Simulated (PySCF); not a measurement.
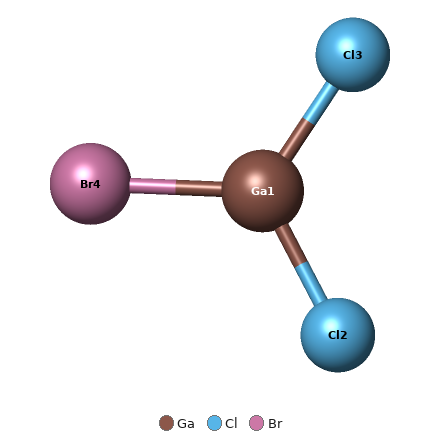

GaBrCl₂ (GaCl2Br), SMILES [Cl][Ga]([Cl])[Br], singlet. Vertical core-electron binding energies by ΔSCF (SCAN, pcX-2 on the ionised atom (unc-x2c-TZVPall on a metal), pcseg-1 elsewhere, spin-free X2C; PySCF, at a PBE0-D3(BJ)/def2-SVP geometry (no frequency check)), gas phase, against the vacuum level. One atom of each kind was ionised; within a panel, areas follow the number of like atoms and 2j + 1 (2p levels are split by first-order spin-orbit coupling, an approximation), each panel is scaled alone, Gaussians of 1.0 eV full width. Only the regions named are shown.

> Predict the Cl 2p and Cl 1s photoelectron lines.

| level | atoms | binding energy (eV) |
| --- | --- | --- |
| Cl 2p1/2 | Cl2, Cl3 | 207.9 |
| Cl 2p3/2 | Cl2, Cl3 | 206.2 |
| Cl 1s | Cl2, Cl3 | 2828.9 |

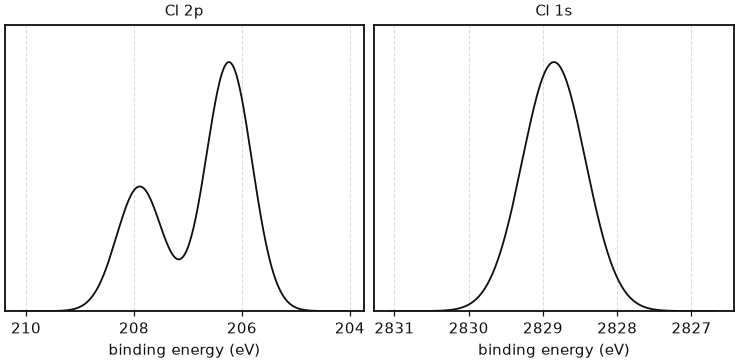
